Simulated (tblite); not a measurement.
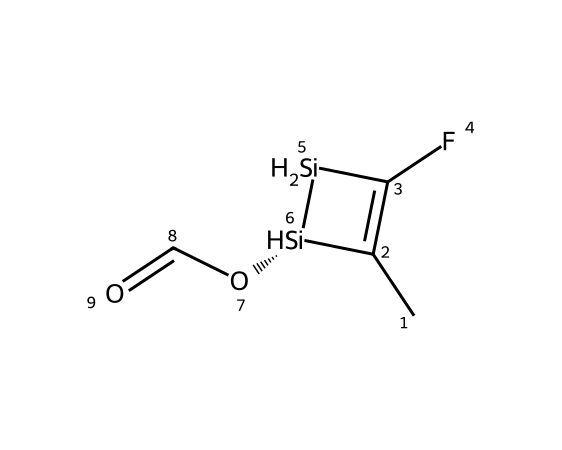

A structural formula, with wedges where it has stereocentres; small numbers name the atoms. The configuration is that of a computed structure (GFN2-xTB).

> Give the R/S and E/Z labels.

Si6: R.
